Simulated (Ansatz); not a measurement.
# GeTe (SMILES [Ge][Te]), step by step

Aim: a single-point energy (singlet GeTe, MP2/def2-mTZVP), then a single-point energy (triplet Te, UMP2/def2-mTZVP), then the energy (triplet Te, UMP2/def2-mTZVP), then a single-point energy (triplet Ge, UMP2/def2-mTZVP), then a single-point energy (triplet Ge, UMP2/def2-mTZVP) of GeTe and its partners. 

The results are computed with Ansatz 0.2.0.

1 further run of the same task is left out (set aside as unsound or not needed).

### 1 The structure to begin with

GeTe has 2 atoms, charge 0, and is taken as a singlet. SMILES: `[Ge][Te]`. Geometry: the measured bond length.

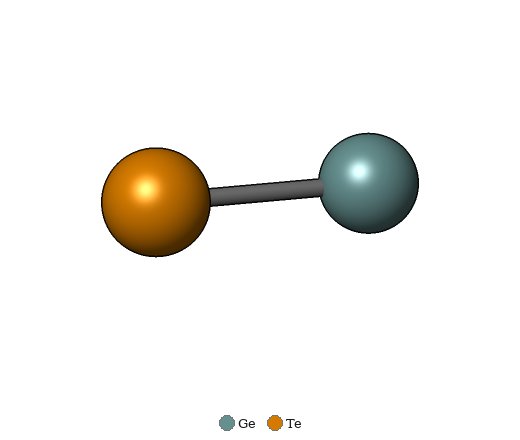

The structure, seen from a chosen angle (germanium teal, tellurium orange).

### 2 A single-point energy at MP2/def2-mTZVP (core potential) (run 1)

job.yaml

```yaml
crystal:
  periodic: [false, false, false]
  atoms:
    - {symbol: Ge, position_ang: [0.000000, 0.000000, 0.000000]}
    - {symbol: Te, position_ang: [0.000000, 0.000000, 2.340165]}
basis:
  gaussian: {orbitals: def2-mTZVP}
correlation: {method: mp2}
```

On the command line:

```bash
ansatz run job.yaml --threads 1 --pin off --max-ram 2610MiB --events-out events.jsonl --progress --plain --runs-dir runs
```

Output:

```text
Warning: RAYON_NUM_THREADS=1 ignored (pool sized by the plan → 1); use --threads N
Functional definition: HF
  name "HF"
  exchange = exact_x
  correlation = 0
754 factors; integrals over basis functions are off by at most 2.8e-4 eV
mean field evaluation 1: about -63738.7665 eV, gradient 1.5e1 eV
mean field evaluation 2: about -63738.7837 eV, gradient 1.5e1 eV
mean field evaluation 4: about -63739.8952 eV, gradient 1.7e0 eV
mean field evaluation 8: about -63739.9107 eV, gradient 3.5e-4 eV
mean field -63739.91065908 eV, -2342.3985122579 hartree, gradient 5.1e-6 eV, S^2 0.000000; 0 other end points of the search recorded, 0 dependent functions left out
13 core orbitals not correlated: weight in the atoms' cores, before any rotation towards them, 1.000 or more for the frozen orbitals, at most 0.000 for the correlated occupied ones
reference -63739.91065908 eV, -2342.3985122579 hartree; 15, 15 occupied and 44, 44 virtual orbitals, 754 factors
second order -9.68348744 eV of doubles, -0.00000000 eV of singles
Total energy: -63749.59414651 eV, -2342.7543738575 hartree
```

Wall time 1.3 s (1 thread of Arm Neoverse V1, shared host); peak memory 0.12 GiB.

### 3 The Te atom: a single-point energy at UMP2/def2-mTZVP (core potential) (run 2)

molecule.yaml

```yaml
crystal:
  periodic: [false, false, false]
  atoms:
    - {symbol: Te, position_ang: [0.000000, 0.000000, 2.340165]}
basis:
  gaussian: {orbitals: def2-mTZVP}
magnetization: {spin_polarized: true, initial_magnetization: 2}
correlation: {method: mp2}
```

Run the same way, it converges to -267.12266 Eh (log not shown).

### 4 Te among ghost functions: a single-point energy at UMP2/def2-mTZVP (core potential, with ghost functions) (run 3)

in.yaml

```yaml
crystal:
  periodic: [false, false, false]
  atoms:
    - {symbol: Te, position_ang: [0.000000, 0.000000, 2.340165]}
basis:
  gaussian:
    orbitals: def2-mTZVP
    ghost_atoms: [{symbol: Ge, position_ang: [0.000000, 0.000000, 0.000000]}]
magnetization: {spin_polarized: true, initial_magnetization: 2}
correlation: {method: mp2}
```

Run the same way, it converges to -267.12662 Eh (log not shown).

### 5 The Ge atom: the energy at UMP2/def2-mTZVP (run 4)

Edit molecule.yaml of step 3 so:

```diff
@@ -3,3 +3,3 @@
   atoms:
-    - {symbol: Te, position_ang: [0.000000, 0.000000, 2.340165]}
+    - {symbol: Ge, position_ang: [0.000000, 0.000000, 0.000000]}
 basis:
```

Run the same way, it converges to -2075.47915 Eh (log not shown).

### 6 Ge among ghost functions: a single-point energy at UMP2/def2-mTZVP (with ghost functions) (run 5)

molecule.yaml

```yaml
crystal:
  periodic: [false, false, false]
  atoms:
    - symbol: Ge
      position_ang: [0.000000, 0.000000, 0.000000]
basis:
  gaussian:
    orbitals: def2-mTZVP
    ghost_atoms: [{symbol: Te, position_ang: [0.000000, 0.000000, 2.340165]}]
magnetization:
  spin_polarized: true
  initial_magnetization: 2
correlation:
  method: mp2
```

Run the same way, it converges to -2075.48200 Eh (log not shown).

### 7 Outcome

| quantity | value |
| --- | --- |
| run 1, MP2/def2-mTZVP: total energy | -2342.75437 Eh |
| run 1, MP2/def2-mTZVP: correlation energy (13 core orbitals frozen) | -355.9 mEh |
| Te atom: total energy | -267.12266 Eh |
| Te atom: correlation energy (4 core orbitals frozen) | -119.4 mEh |
| Te atom: ⟨S²⟩ of the reference determinant | 2.009 |
| Te among ghost functions: total energy | -267.12662 Eh |
| Te among ghost functions: correlation energy (4 core orbitals frozen) | -122.6 mEh |
| Te among ghost functions: ⟨S²⟩ of the reference determinant | 2.010 |
| Ge atom: total energy | -2075.47915 Eh |
| Ge atom: correlation energy (9 core orbitals frozen) | -159.8 mEh |
| Ge atom: ⟨S²⟩ of the reference determinant | 2.008 |
| Ge among ghost functions: total energy | -2075.48200 Eh |
| Ge among ghost functions: correlation energy (9 core orbitals frozen) | -161.8 mEh |
| Ge among ghost functions: ⟨S²⟩ of the reference determinant | 2.010 |
| electronic atomisation energy | 4.151 eV |
| interaction energy of the rigid parts Te and Ge (parts in their own basis; closest atoms 2.34 Å apart) | -4.151 eV |
| interaction energy of the rigid parts Te and Ge (parts in the whole basis, counterpoise; closest atoms 2.34 Å apart) | -3.966 eV |

What this shows: Taking the molecule apart into free atoms costs 4.15 eV (96 kcal/mol), before zero-point energy and without spin-orbit coupling. The interaction energy of the rigid parts Te and Ge (parts in their own basis; closest atoms 2.34 Å apart) is −4.15 eV (−401 kJ/mol): the parts attract. Without counterpoise this holds the superposition error of the basis. The interaction energy of the rigid parts Te and Ge (parts in the whole basis, counterpoise; closest atoms 2.34 Å apart) is −3.97 eV (−91 kcal/mol): the parts attract. The basis-set superposition error is 17.9 kJ/mol.
